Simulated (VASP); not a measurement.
Band structure of TiO$_{2}$ (rutile). Calculation: PBE GGA with D4 dispersion, VASP's PBE PAW potentials (set 64) (plane waves; VASP).

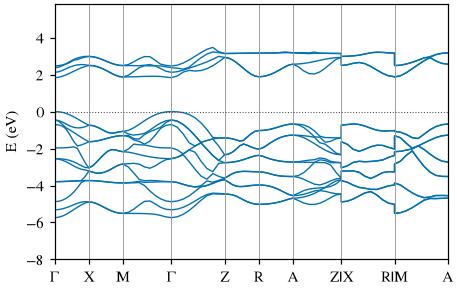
Figure: Bands along high-symmetry lines, zero at the valence-band maximum or, without a gap, the Fermi level

Task: Read the plot: is there a gap, and where are the band edges?

Result: The gap is direct, 1.84 eV, from the valence maximum at Γ to the conduction minimum at Γ. (Edges off the drawn lines would not show.)

The compound is TiO2 in the rutile structure. It was relaxed first.
